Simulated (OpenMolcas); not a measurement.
## SiH$_{3}$ (charge −1): energy and gradient calculation (part 1 of 2)

The run: energy and gradient calculation of SiH$_{3}$, charge −1. Method and program: O3LYP/ANO-S-VDZP, RKS (OpenMolcas 26.06).

The geometry comes from this level: PBE0-D4/def2-TZVPD.

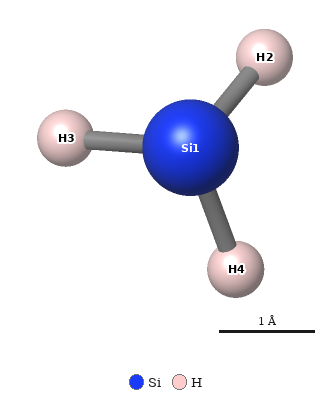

**Figure 1.** The structure (ball-and-stick view, seen on its broad side; atoms are numbered from 1 in the order of the input). Bond lengths as drawn: H–Si 1.55 Å.

Summary:

| quantity | value |
| --- | --- |
| outcome | converged |
| total energy | −291.263524 hartree |
| basis functions | 33 |
| largest force | 0.239 eV/Å |
| HOMO | 0.87 eV |
| LUMO | 5.88 eV |
| hardware | 1 thread of Arm Neoverse V1, 24 GiB of memory available, shared host |
| wall time | 4.2 s |
| peak memory | 0.18 GiB |

Input:
```
* H3Si Kohn-Sham DFT
&GATEWAY
BasisSet
Si.ANO-S-VDZP....
Si1 0.539700 -0.050700 -0.300900 angstrom
End of Basis
BasisSet
H.ANO-S-VDZP....
H2 0.426600 0.622300 1.085900 angstrom
H3 -0.298500 -1.283700 0.106800 angstrom
H4 -0.667800 0.712200 -0.891800 angstrom
End of Basis
RICD
&SEWARD
&SCF
Charge = -1
KSDFT = O3LYP
PrOrbitals = 1 2
&ALASKA
```

Command:
```bash
export MOLCAS_MEM=1860
pymolcas test.inp > test.log
```

The program's output:
```
--- Start Module: gateway ---

                                              &GATEWAY

                       available to each process: 1.9 GB of memory, 1 thread

++    Symmetry information:
      ---------------------

                    Character Table for C1

                             E
                    a        1  x, y, xy, Rz, z, xz, Ry, yz, Rx, I
--

++    Basis set information:
      ----------------------

      Basis set label: SI.ANO-S...4S3P1D.

      Electronic valence basis set:
      ------------------
      Associated Effective Charge  14.000000 au
      Associated Actual Charge     14.000000 au
      Nuclear Model: Point charge

      Shell  nPrim  nBasis  Cartesian Spherical Contaminant
         s      13       4        X
         p      10       3        X
         d       4       1                 X

      Basis set label: H.ANO-S...2S1P.

      Electronic valence basis set:
      ------------------
      Associated Effective Charge   1.000000 au
      Associated Actual Charge      1.000000 au
      Nuclear Model: Point charge

      Shell  nPrim  nBasis  Cartesian Spherical Contaminant
         s       7       2        X
         p       3       1        X
--

++    Molecular structure info:
      -------------------------

                    ************************************************
                    **** Cartesian Coordinates / bohr, angstrom ****
                    ************************************************

     Center  Label                x              y              z                     x              y              z
        1      SI1              1.019885      -0.095809      -0.568619              0.539700      -0.050700      -0.300900
        2      H2               0.806157       1.175977       2.052054              0.426600       0.622300       1.085900
        3      H3              -0.564083      -2.425841       0.201823             -0.298500      -1.283700       0.106800
        4      H4              -1.261959       1.345863      -1.685258             -0.667800       0.712200      -0.891800

                    ***************************************
                    *    InterNuclear Distances / bohr    *
                    ***************************************

               1 SI1           2 H2            3 H3            4 H4
    1 SI1      0.000000
    2 H2       2.920795        0.000000
    3 H3       2.920888        4.274811        0.000000
    4 H4       2.920978        4.274747        4.274793        0.000000

                    *******************************************
                    *    InterNuclear Distances / angstrom    *
                    *******************************************

               1 SI1           2 H2            3 H3            4 H4
    1 SI1      0.000000
    2 H2       1.545618        0.000000
    3 H3       1.545667        2.262132        0.000000
    4 H4       1.545715        2.262099        2.262123        0.000000

                    **************************************
                    *    Valence Bond Angles / degree    *
                    **************************************
                          Atom centers                 Phi
                      2 H2       1 SI1      3 H3        94.07
                      2 H2       1 SI1      4 H4        94.07
                      3 H3       1 SI1      4 H4        94.07
--

            Nuclear Potential Energy             15.08098368 au

--- Stop Module: gateway /rc=_RC_ALL_IS_WELL_ ---

--- Start Module: seward ---

                                              &SEWARD

                       available to each process: 1.9 GB of memory, 1 thread

               SEWARD will generate:
                  Multipole Moment integrals up to order  2
                  Kinetic Energy integrals
                  Nuclear Attraction integrals (point charge)
                  One-Electron Hamiltonian integrals
                  Velocity integrals
                  Orbital angular momentum around (  0.8873  -0.0833  -0.4947 )
                  Velocity quadrupole around (  0.8873  -0.0833  -0.4947 )
                  RI decomposed two-electron repulsion integrals stored Cholesky style
                   - acCD auxiliary basis
                   - CD Threshold:   1.00E-04

                   Integrals are discarded if absolute value <: 1.00E-14
                   Integral cutoff threshold is set to       <: 1.00E-16

            Nuclear Potential Energy             15.08098368 au

      Basis set specifications :
      Symmetry species         a
      Basis functions           33

--- Stop Module: seward /rc=_RC_ALL_IS_WELL_ ---

--- Start Module: scf ---

                                                &SCF

                       available to each process: 1.9 GB of memory, 1 thread

++    Input section:
      --------------

      Header of the integral files:

      Cartesian coordinates in angstrom:
      -----------------------------------------------------
      No.  Label        X            Y            Z
      -----------------------------------------------------
       1   SI1        0.53970000  -0.05070000  -0.30090000
       2   H2         0.42660000   0.62230000   1.08590000
       3   H3        -0.29850000  -1.28370000   0.10680000
       4   H4        -0.66780000   0.71220000  -0.89180000
      -----------------------------------------------------
      Nuclear repulsion energy =   15.08098368
--

++    Orbital specifications:
      -----------------------

      Symmetry species               1
                                     a
      Frozen orbitals                0
      Aufbau                         9
      Start temperature = 0.500
      End temperature   = 0.010
      Temperature Factor= 0.460
      Deleted orbitals               0
      Total number of orbitals      33
      Number of basis functions     33
--

      Molecular charge                          -1.000

      Numerical integration parameters
      --------------------------------
      Radial quadrature type:                         MHL
      Size of radial grid:                            75
      Lebedev angular grid:                           29
      Angular grid pruned with the crowding factor:  3.00E+00
                                 and fading factor:  6.00E+00
      Screening threshold for integral computation:   1.00E-11
      Radial quadrature accuracy:                     1.00E-25
      Maximum batch size:                             128
      AO values are stored on disk
      The same grid will be used for all iterations.

      DFT functional specifications
      -----------------------------
      Using Libxc version: 6.2.2
      Please cite the following reference:
      S. Lehtola, C. Steigemann, M. J.T. Oliveira, and M. A.L. Marques.,  SoftwareX 7, 1–5 (2018) doi:10.1016/j.softx.2017.11.002

      * O3LYP
        - W.-M. Hoe, A. J. Cohen, and N. C. Handy.,  Chem. Phys. Lett. 341, 319–328 (2001) doi:10.1016/S0009-2614(01)00581-4
        - A. J. Cohen and N. C. Handy.,  Mol. Phys. 99, 607 (2001) doi:10.1080/00268970010023435

++    Optimization specifications:
      ----------------------------

      SCF Algorithm: LK-RI/DF
      LK screening threshold:                     4.50E-02
      Local-Exchange (LK) algorithm.
       - the density matrix is decomposed
      The actual AO density is used
      Number of density matrices in core                 5
      Maximum number of NDDO SCF iterations            400
      Maximum number of HF SCF iterations              400
      Threshold for SCF energy change             1.00E-09
      Threshold for density matrix                1.00E-04
      Threshold for Fock matrix                   1.50E-04
      Threshold for linear dependence             1.00E-09
      Threshold at which DIIS is turned on        1.50E-01
      Maximum depth in the DIIS procedure                5
      Maximum depth in the BFGS Hessian update          30
      Threshold at which QNR/C2DIIS is turned on  7.50E-02
      Threshold for Norm(delta) (QNR/C2DIIS)      1.00E-03
      All orbitals punched on: SCFORB
--

      Input vectors read from INPORB
      Orbital file label: *Guess orbitals

++ Convergence information
                                   O3LYP      iterations: Energy and convergence statistics

Iter     Tot. O3LYP      One-elec.       Two-elec.     Energy      Max Dij or  Max Fij      DNorm      TNorm      AccCon     Time
         Energy          Energy          Energy        Change      Delta Norm                                                in Sec.
   1  -290.036716839  -455.777098690   150.659398173   0.00E+00    1.05E-01*   2.10E+00*    7.59E+00   6.88E+01   None         0.
   2  -289.644877564  -451.155552000   146.429690758   3.92E-01*   1.05E-01*   4.17E-14     1.10E+01   6.76E+01   EDIIS        0.
   3  -290.623652143  -453.626126010   147.921490189  -9.79E-01*   1.03E-01*   3.69E-02*    7.17E+00   6.81E+01   EDIIS        0.
   4  -291.132515611  -457.642191804   151.428692515  -5.09E-01*   1.95E-01*   4.99E-02*    5.55E+00   6.90E+01   EDIIS        0.
   5  -291.233475990  -455.966977117   149.652517448  -1.01E-01*   1.84E-01*   4.71E-02*    5.64E+00   6.85E+01   EDIIS        0.
   6  -291.253201275  -457.243148370   150.908963417  -1.97E-02*   1.23E-01*   2.87E-02*    5.72E+00   6.89E+01   EDIIS        0.
   7  -291.259583508  -456.531613373   150.191046187  -6.38E-03*   3.80E-02*   1.74E-02*    5.70E+00   6.87E+01   EDIIS        0.

       Fermi aufbau procedure completed!
      nOcc=    9

   8  -291.263069688  -456.776831302   150.432777935  -3.49E-03*   8.13E-03*   4.61E-03*    5.71E+00   6.88E+01   c2DIIS       0.
   9  -291.263511269  -456.806348452   150.461853505  -4.42E-04*   5.93E-03*   1.01E-03*    5.70E+00   6.88E+01   QNRc2DIIS    0.
  10  -291.263510267  -456.716249621   150.371755676   1.00E-06*   3.01E-03*   1.05E-03*    5.70E+00   6.87E+01   QNRc2DIIS    0.
  11  -291.263524006  -456.760952529   150.416444845  -1.37E-05*   9.58E-05    3.56E-05     5.70E+00   6.87E+01   QNRc2DIIS    0.
  12  -291.263524019  -456.761473010   150.416965313  -1.27E-08*   2.70E-06    7.83E-07     5.70E+00   6.87E+01   QNRc2DIIS    0.
  13  -291.263524019  -456.761462977   150.416955280  -8.87E-12    3.83E-07    1.11E-07     5.70E+00   6.87E+01   QNRc2DIIS    0.

       Convergence after  13 Iterations
--

 *****************************************************************************************************************************
 *                                             SCF/KS-DFT Program, Final results                                             *
 *                                                       Final Results                                                       *
 *****************************************************************************************************************************
```
